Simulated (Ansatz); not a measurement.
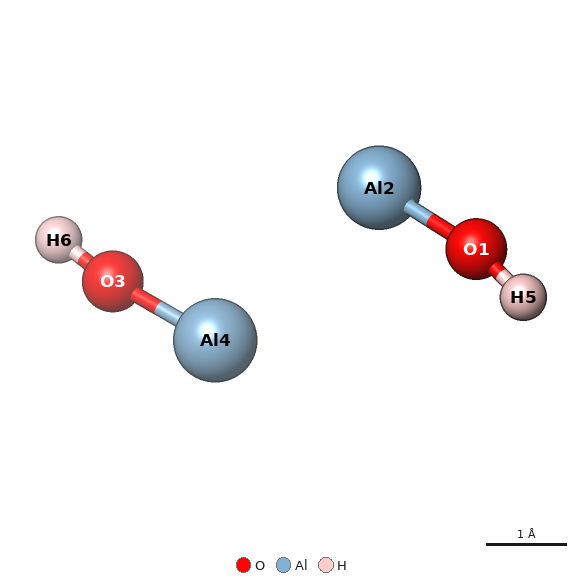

Orthographic view. Atoms fade into the background with distance from the viewer. The geometry was computed by an optimisation with PBE-D4/def2-SVP. No frequency run is at hand to confirm it as a minimum.

List all interatomic distances (Å) as a matrix.

```tsv
atom	O1	Al2	O3	Al4	H5	H6
O1	0.00					
Al2	1.70	0.00				
O3	5.48	4.13	0.00			
Al4	4.10	3.10	1.70	0.00		
H5	0.96	2.65	6.21	4.71	0.00	
H6	6.27	4.80	0.96	2.66	7.05	0.00
```
